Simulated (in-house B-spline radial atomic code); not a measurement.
**Eu⁷⁺: excited configurations**

How much energy does it take to promote electrons of Eu⁷⁺ to other shells? Each configuration is solved by itself and compared with the reference.

Program: in-house B-spline radial atomic code version 1. Level of theory: Dirac-Hartree-Fock, average of configuration, Fermi nucleus, basis-set limit. These are calculated values, not measurements, unless marked.

## (1) Starting point

| Item | Value |
| --- | --- |
| element | europium (Z = 63) |
| charge | +7 |
| electrons | 56 |
| configuration | [Kr] 4d10 4f5 5s2 5p3 |
| Hamiltonian | Dirac-Coulomb |
| nucleus | Fermi, rms radius 5.112 fm |

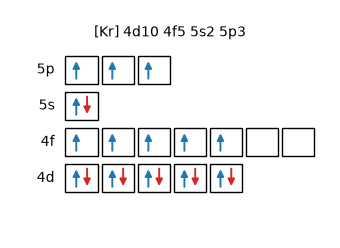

The shells outside the core, filled by Hund's rule for the drawing.

The boxes draw the filling by Hund's rule, which heavy ions in jj coupling don't follow; these runs average over all states of the configuration.

Input settings:

```ini
Z = 63
electrons = 56.0
configuration = [Kr] 4d10 4f5 5s2 5p3
hamiltonian = dirac
method = hf
spin_polarised = False
nucleus = fermi
rms_radius = 5.1115
mass_number = 153
atomic_mass = 152.921236789
speed_of_light = 137.035999084
```

This reference run was done before. Its total energy is -10834.194070 hartree, and its levels are (the highest eight at most):

```
orbital  occupation  energy (eV)  <r> (bohr)
  4p3/2           4      -388.70      0.6045
  4d3/2           4      -263.18      0.6400
  4d5/2           6      -257.60      0.6498
  5s1/2           2      -143.57       1.280
  5p1/2           1      -121.19       1.376
  4f5/2     2.14286      -116.16      0.7687
  5p3/2           2      -115.73       1.432
  4f7/2     2.85714      -115.45      0.7745
```

## (2) Configuration [Kr] 4d10 4f5 5s2 5p2 5g1

Input settings:

```ini
Z = 63
electrons = 56.0
configuration = [Kr] 4d10 4f5 5s2 5p2 5g1
hamiltonian = dirac
method = hf
spin_polarised = False
nucleus = fermi
rms_radius = 5.1115
mass_number = 153
atomic_mass = 152.921236789
speed_of_light = 137.035999084
```

## (3) Run with [Kr] 4d10 4f5 5s2 5p2 7g1

Settings: those of step 2 with these lines changed.

```diff
@@ -2,3 +2,3 @@
 electrons = 56.0
-configuration = [Kr] 4d10 4f5 5s2 5p2 5g1
+configuration = [Kr] 4d10 4f5 5s2 5p2 7g1
 hamiltonian = dirac
```

## (4) [Kr] 4d10 4f5 5s2 5p2 5f1

Settings: those of step 3 with these lines changed.

```diff
@@ -2,3 +2,3 @@
 electrons = 56.0
-configuration = [Kr] 4d10 4f5 5s2 5p2 7g1
+configuration = [Kr] 4d10 4f5 5s2 5p2 5f1
 hamiltonian = dirac
```

## (5) Configuration [Kr] 4d9 4f5 5s2 5p3 8s1

Settings: those of step 4 with these lines changed.

```diff
@@ -2,3 +2,3 @@
 electrons = 56.0
-configuration = [Kr] 4d10 4f5 5s2 5p2 5f1
+configuration = [Kr] 4d9 4f5 5s2 5p3 8s1
 hamiltonian = dirac
```

## (6) Configuration [Kr] 4d9 4f5 5s2 5p3 9s1

Settings: those of step 5 with these lines changed.

```diff
@@ -2,3 +2,3 @@
 electrons = 56.0
-configuration = [Kr] 4d9 4f5 5s2 5p3 8s1
+configuration = [Kr] 4d9 4f5 5s2 5p3 9s1
 hamiltonian = dirac
```

## (7) [Kr] 4d9 4f5 5s2 5p3 9d1

Settings: those of step 6 with these lines changed.

```diff
@@ -2,3 +2,3 @@
 electrons = 56.0
-configuration = [Kr] 4d9 4f5 5s2 5p3 9s1
+configuration = [Kr] 4d9 4f5 5s2 5p3 9d1
 hamiltonian = dirac
```

Q: How far above the reference does each configuration lie (order and size, in eV)?

As calculated:

| net move | configuration | energy above the reference (eV) | with Breit, QED, recoil (eV) | largest <r> (bohr) |
| --- | --- | --- | --- | --- |
| 5p → 5f | [Kr] 4d10 4f5 5s2 5p2 5f1 | 66.246 | 66.138 | 2.49 |
| 5p → 5g | [Kr] 4d10 4f5 5s2 5p2 5g1 | 81.765 | 81.671 | 3.32 |
| 5p → 7g | [Kr] 4d10 4f5 5s2 5p2 7g1 | 98.995 | 98.901 | 7.71 |
| 4d → 8s | [Kr] 4d9 4f5 5s2 5p3 8s1 | 227.49 | 227.43 | 5.94 |
| 4d → 9s | [Kr] 4d9 4f5 5s2 5p3 9s1 | 235.29 | 235.22 | 8.24 |
| 4d → 9d | [Kr] 4d9 4f5 5s2 5p3 9d1 | 239.19 | 239.12 | 9.90 |

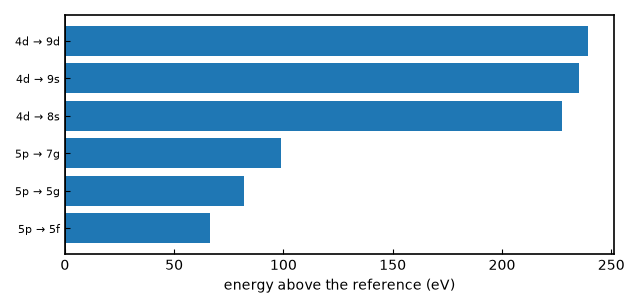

The configurations in order of energy, labelled by the net move of electrons.

Quantum defects of the promoted electron, δ = n − ζ/√(−2ε) with ζ = 8 and ε its orbital energy in hartree:

| promotion | δ |
| --- | --- |
| 5p → 7g | 0.065 |
| 4d → 8s | 2.393 |
| 4d → 9s | 2.386 |
| 4d → 9d | 1.623 |

**Reading.** The energies run from 66.246 eV (5p → 5f) to 239.19 eV (4d → 9d). Koopmans' estimate of the ionisation threshold is 115.45 eV; 3 configurations exceed it by over 2 % and could autoionise. Of those tabulated, the defect is largest for 8s (2.39) and least for 7g (0.06): low angular momentum penetrates the core, high angular momentum stays outside it. Two partly filled shells share a symmetry and can mix in the average, which may lower the energy, for: 5p → 5f; 4d → 9d. These are averages over configurations, without correlation, not spectroscopic levels.
